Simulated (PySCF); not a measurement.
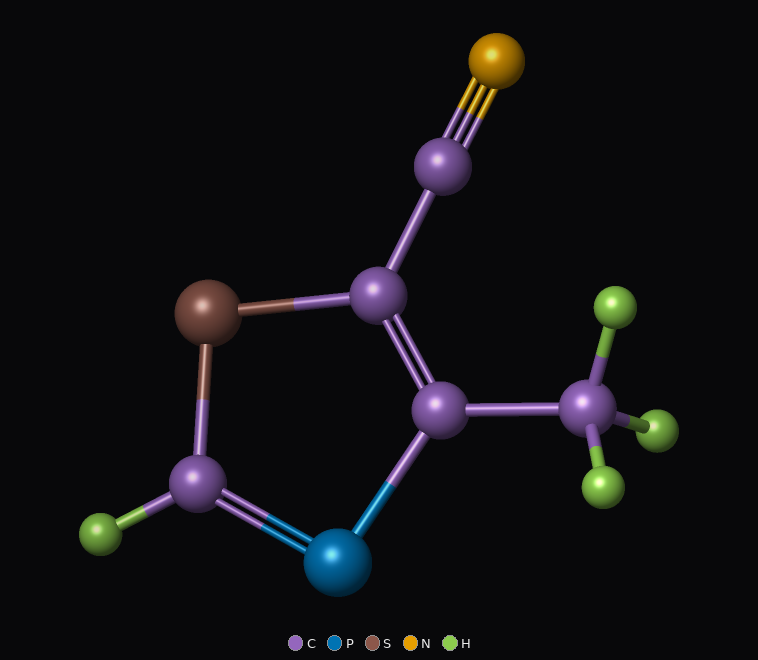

Ball-and-stick drawing of a structure.

Computed geometry: GFN2-xTB optimisation. No frequency run is at hand to confirm it as a minimum.

**Count the atoms of each element.**

C5H4NPS, 12 atoms: 5 carbon, 4 hydrogen, 1 nitrogen, 1 phosphorus and 1 sulfur.

**Does it have rings?**

Independent rings (smallest set): 1 of 5 members, 1 of them aromatic.

**What is its SMILES?**

Cc1pcsc1C#N

More results for the same structure follow; atom numbers are the same in all pictures, views and colours differ.

Symmetry

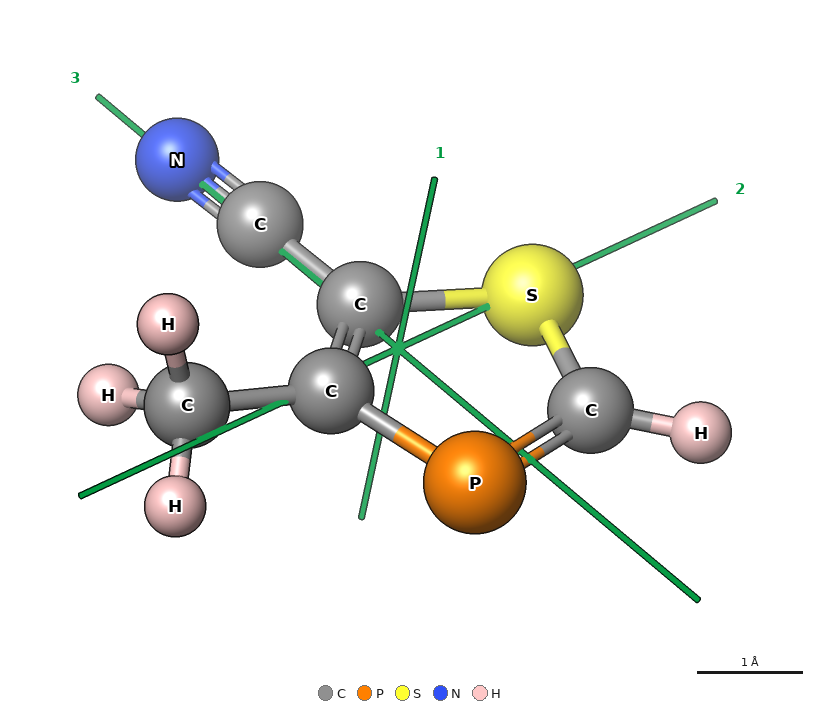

The three principal axes of inertia are drawn and numbered. Distant atoms are faded towards the background colour. No frequency run is at hand to confirm it as a minimum. Masses are those of the most abundant isotopes; constants are for the rigid equilibrium geometry.

**Which line is the a axis (least moment of inertia), which b and which c?**

a is line 3, b is line 2, c is line 1; the moments are 223, 359, 579 u Å².

**Classify the rotor and give the rotational constants (GHz).**

An asymmetric top (C1): A = 2.27, B = 1.41, C = 0.873 GHz. Ray's parameter κ is −0.23, nearer the prolate limit.

Dipole moment

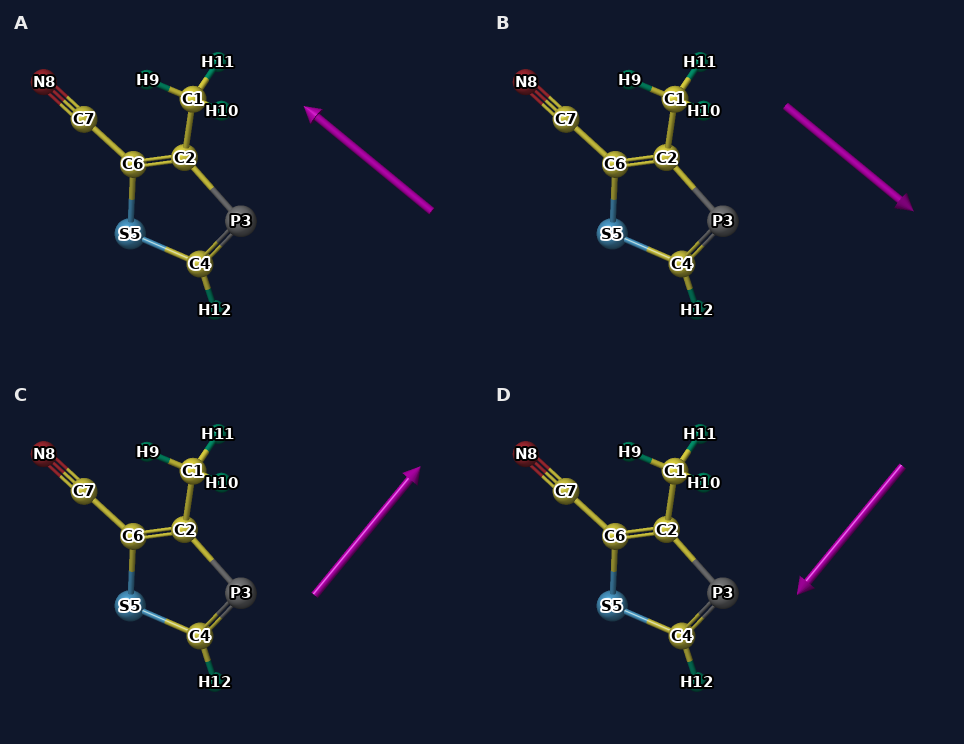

The same molecule four times, each with an arrow. No frequency run is at hand to confirm it as a minimum. Properties computed with ωB97X-D/def2-SVPD, gas phase (PySCF 2.14.0).

**Which arrow points along the dipole moment, from the negative to the positive end?**

B. The dipole moment is 3.28 D; it points from the side of N8 to the side of H12 (the outermost atoms at the two ends).

Excitation

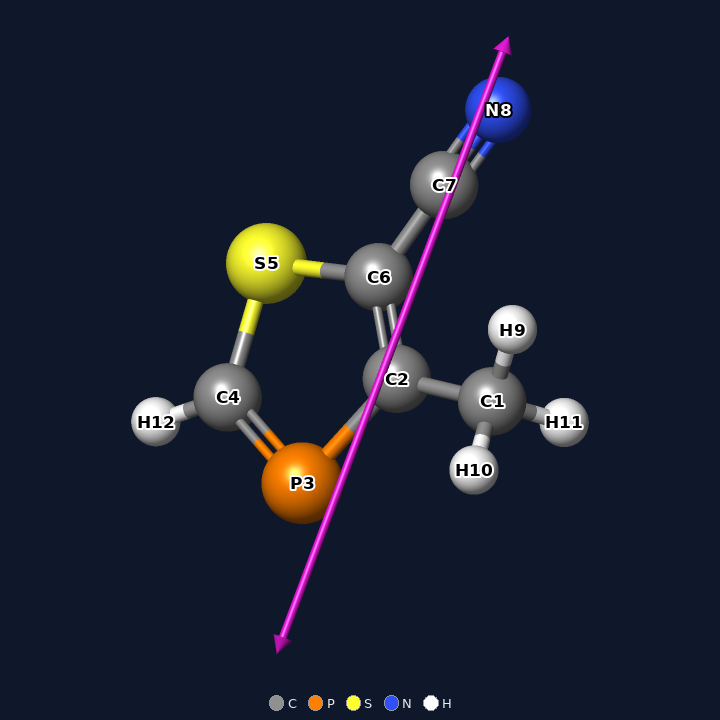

The double arrow shows the direction of the transition dipole to excited singlet state 5 (its length means nothing). No frequency run is at hand to confirm it as a minimum. Method: TDDFT ωB97X-D/def2-SVPD, vertical, gas phase, core orbitals frozen in the response (PySCF 2.14.0).

**How is the transition polarised?**

Nearly parallel to the C4–S5 bond.

**Where does the transition lie, and how strong is it?**

5.89 eV (210 nm), oscillator strength 0.28, mainly HOMO → LUMO+1 (weight 0.73); transition dipole 3.53 D.

Polarisability

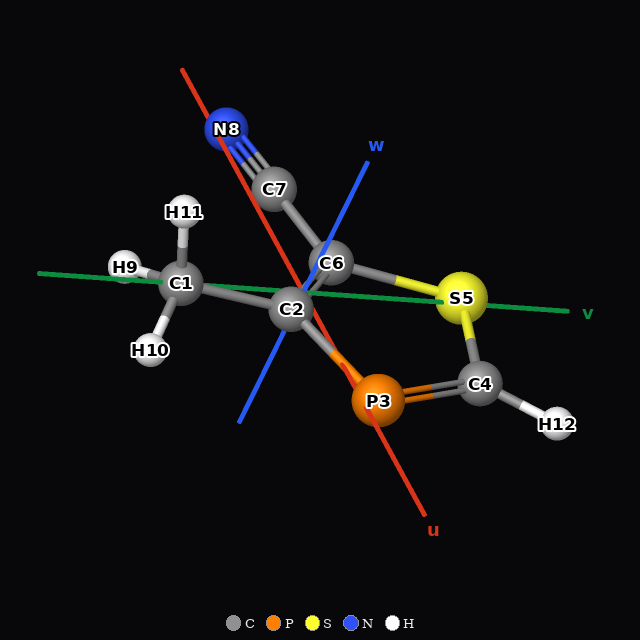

The lines u, v and w are the principal axes of the static dipole polarisability. No frequency run is at hand to confirm it as a minimum. Method: ωB97X-D/def2-SVPD (PySCF 2.14.0).

**Along which axis is the molecule most polarisable, and along which least?**

Most along u (close to the long direction P3···N8), least along w.

**Give the three principal values.**

u 134.2, v 113.5, w 64.6 bohr³; mean 104.1, anisotropy 61.9 bohr³.

The geometry is semi-empirical. Around P such bond lengths and angles can be off by a tenth of an ångström or more and by several degrees, and values that hang on the shape move with them.
